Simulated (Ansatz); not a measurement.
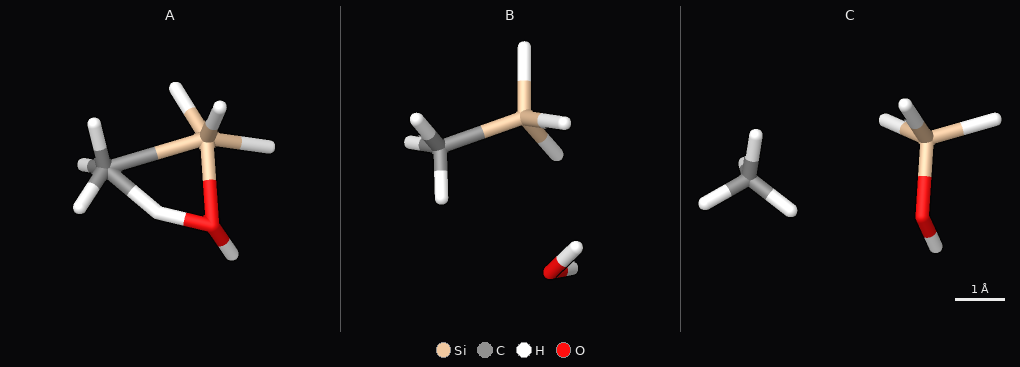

Three geometries of CH8OSi: a saddle point and the two minima that it joins, in shuffled order. The picture is a stick view, seen face on. Sticks join atoms that are closer than about 1.2 times the sum of their covalent radii (a little more with hydrogen).

Stationary points at PBE0-D4/def2-TZVP, single-point energies with CCSD(T)/CBS (def2-TZVPP where no basis is named; Ansatz 0.2.0). The energies are electronic, without zero-point or thermal terms, and both ends are the minima reached downhill from the saddle, with any fragments still in contact. CCSD(T)/CBS stands for a frozen-core estimate: MP2 correlation extrapolated from def2-TZVPP and def2-QZVPP, CCSD(T) minus MP2 from the smaller set.

Which frame is the transition state, what reaction does it lead through, and what barrier is to be expected?

Frame A is the saddle point. Counted by bonded pieces, B holds CH₆Si + H₂O and C holds CH₄ + SiH₄O. From B over the saddle to C, bonds form: O–Si (3.37 → 1.89 → 1.65 Å), C–H (3.71 → 1.44 → 1.09 Å). Bonds break: C–Si (1.87 → 2.20 → 3.84 Å), H–O (0.96 → 1.17 → 2.77 Å). The saddle has one imaginary mode, 1301i cm⁻¹. With CCSD(T)/CBS the barrier is 50.4 kcal/mol from B and 70.7 kcal/mol from C, and C lies 20.2 kcal/mol below B.
